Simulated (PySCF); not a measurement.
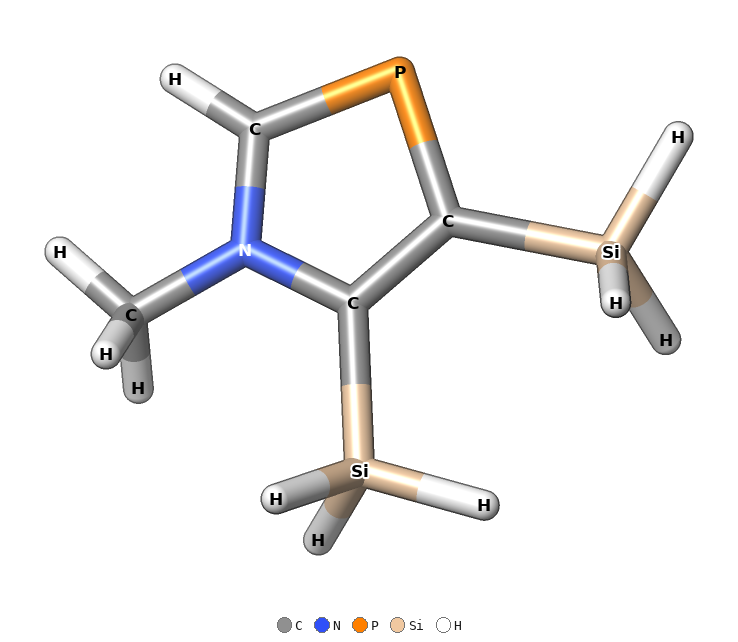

The computed structure is the end point of a GFN2-xTB optimisation. No frequency run is at hand to confirm it as a minimum. Method: PBE0/pcSseg-1, gas phase (PySCF 2.14.0).

**Give the HOMO energy (Kohn–Sham orbital) at this level.**

−6.48 eV.

**What is the dipole moment?**

3.89 D.

**What is the HOMO–LUMO gap?**

6.09 eV.

The geometry is semi-empirical. Around P, Si such bond lengths and angles can be off by a tenth of an ångström or more and by several degrees, and values that hang on the shape move with them.
